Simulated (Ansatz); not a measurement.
# C₂H₅ClFGe (charge +1): what the fields show

The calculation's input:

```
crystal:
  periodic: [false, false, false]
  atoms:
    - {symbol: C, position_ang: [-0.714886, -0.698637, -1.108043]}
    - {symbol: C, position_ang: [-0.289277, 0.090314, 0.125374]}
    - {symbol: Cl, position_ang: [-0.242803, -0.539511, -4.751741]}
    - {symbol: F, position_ang: [0.940413, 1.466883, -2.659565]}
    - {symbol: Ge, position_ang: [-0.020469, 0.064595, -2.771732]}
    - {symbol: H, position_ang: [-0.348127, -1.740482, -1.136277]}
    - {symbol: H, position_ang: [-1.805810, -0.728471, -1.280547]}
    - {symbol: H, position_ang: [-0.727909, -0.416436, 1.000358]}
    - {symbol: H, position_ang: [-0.664032, 1.123120, 0.113837]}
    - {symbol: H, position_ang: [0.801208, 0.105606, 0.259056]}
basis:
  gaussian: {orbitals: def2-TZVPD}
total_charge: 1
hamiltonian: {xc: pbe0}
output: {forces: true, orbitals: {seedname: orbitals}}
```

Run with:

```sh
ansatz run input.yaml --threads 2 --pin off --max-ram 4350MiB --events-out events.jsonl --progress --plain --runs-dir runs
```

Geometry: B3LYP-D3(BJ)/def2-SVP.

Theory: isolated molecule in a Gaussian basis; Kohn-Sham density functional theory, functional PBE0 in Ansatz.

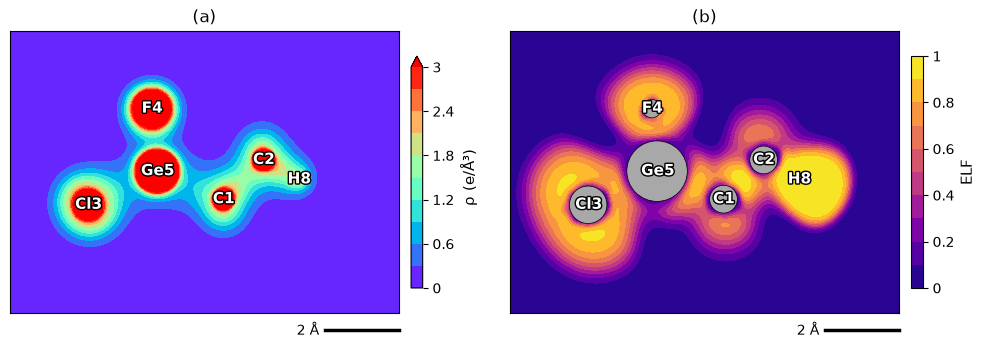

Figure 1. (a) electron density; (b) electron localisation function on the plane of atoms C1, C2 and H8. Grey discs cover the atomic cores in the ELF map.

What does the map show?

Answer.
- The section cuts through C, Cl, F, Ge and H sites.
- C–C (1.52 Å): the density is about 1.6 e/Å³ at the midpoint; the ELF peaks at about 0.95 between the atoms (a covalent bond).
- Ge–F (1.70 Å): the density is about 1.1 e/Å³ at the midpoint; the ELF peaks at about 0.80 in the valence shell of F, 0.5 Å from its nucleus, and is about 0.25 at the midpoint.
- C–Ge (1.96 Å): the density is about 0.87 e/Å³ at the midpoint; the ELF peaks at about 0.85 between the atoms; a covalent bond.
- Ge–Cl (2.08 Å): the density is about 0.89 e/Å³ at the midpoint; the ELF peaks at about 0.80 in the valence shell of Cl, 0.9 Å from its nucleus, and is about 0.65 at the midpoint.
- C–H (1.10 Å): ρ at the midpoint is about 2 e/Å³; the ELF climbs to about 1 towards the hydrogen, as it does in any bond to H; an ordinary covalent bond to hydrogen.
- The ELF also peaks beside Cl3 and F4, away from the bonds: lone-pair regions.

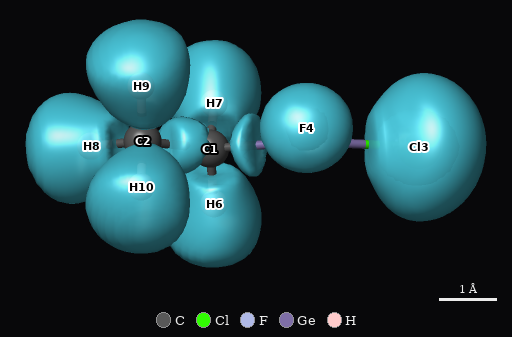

Figure 2. Isosurface of the ELF at 0.75 (cyan), seen from one side. Core shells and regions of very low density are left out.

What do the ELF domains correspond to?

Answer. The ELF exceeds this value in one region between bonded C–C atoms (shared pairs), one region between bonded C–Ge atoms (shared pairs), five regions around hydrogen nuclei, one region wrapped around Cl (its valence shell) and one region wrapped around F (its valence shell).

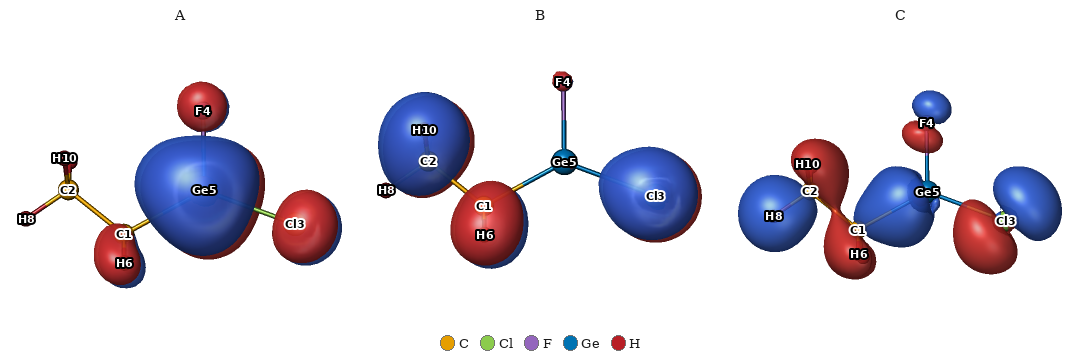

Figure 3. Three frontier orbitals at ±0.1 Å⁻³ᐟ² (blue and red are the two phases), in no order.

Order the three orbitals by energy and name them.

Answer. B is the HOMO−1 (−15.41 eV). By Hirshfeld shares it lies mainly on Cl3 (about 30 %), C2 (about 25 %), H10 (about 10 %), H9 (about 10 %) and C1 (about 10 %). C is the HOMO (−14.83 eV). Its weight (Hirshfeld) is mainly on Cl3 (about 30 %), C2 (about 20 %), Ge5 (about 15 %), C1 (about 15 %) and H8 (about 10 %). A is the LUMO (−8.16 eV). Its weight (Hirshfeld) is mainly on Ge5 (about 70 %), Cl3 (about 15 %) and F4 (about 5 %).

What is the HOMO–LUMO gap?

Answer. 6.67 eV between the orbital energies.
